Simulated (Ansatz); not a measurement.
GeH3F (GeFH3): where methods fail along a bond

The species is GeH3F (5 atoms), meant as a singlet with charge 0. SMILES: `[H][Ge]([H])([H])[F]`. The shape comes from GFN2-xTB, which is rough for such elements, and wasn't checked as a minimum.

```xyz
5

Ge   -0.0013    0.0007   -0.1397
F     0.0103   -0.0182    1.5949
H     1.4486    0.0117   -0.4946
H    -0.7318    1.2607   -0.4655
H    -0.7258   -1.2550   -0.4950
```

The Ge1–H4 distance is scanned; the parts on either side stay rigid. Basis STO-3G, 10 core orbitals frozen in the correlated methods; program Ansatz 0.2.0. FCI is exact within this basis and core. Energies in eV from each method's value at 1.492 Å; methods without a U are spin-restricted. The shape above is that at 1.492 Å.

| distance (Å) | SVWN5 | BLYP | revPBE | PBE0 | wB97X | B2PLYP | CCSDT | FCI |
| --- | --- | --- | --- | --- | --- | --- | --- | --- |
| 1.492 | 0.00 | 0.00 | 0.00 | 0.00 | 0.00 | 0.00 | 0.00 | 0.00 |
| 1.866 | 1.18 | 1.10 | 1.07 | 1.20 | 1.27 | 1.21 | 1.03 | 1.03 |
| 2.239 | 2.77 | 2.59 | 2.58 | 2.97 | 3.15 | 3.00 | 2.60 | 2.59 |
| 2.985 | 5.30 | 4.94 | 4.96 | 5.88 | 6.44 | 5.74 | 4.41 | 4.39 |
| 3.731 | 6.46 | 6.03 | 6.05 | 7.28 | 8.24 | 6.49 | 4.71 | 4.69 |

Departure from the FCI curve at its largest: SVWN5 +1.77 eV at 3.73 Å; BLYP +1.35 eV at 3.73 Å; revPBE +1.36 eV at 3.73 Å; PBE0 +2.59 eV at 3.73 Å; wB97X +3.55 eV at 3.73 Å; B2PLYP +1.80 eV at 3.73 Å; CCSDT +0.03 eV at 3.73 Å. Restricted functionals keep the electrons paired too, and rise too high.

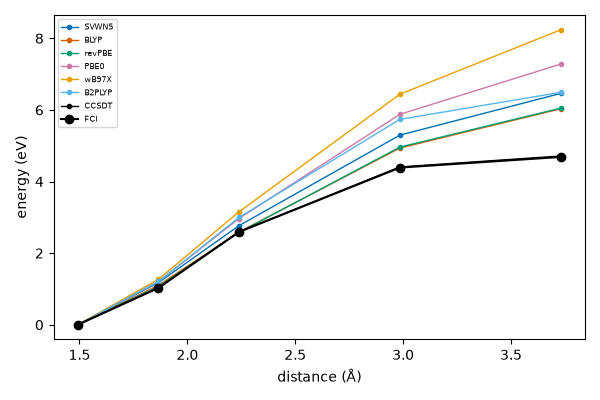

The curves of the table.
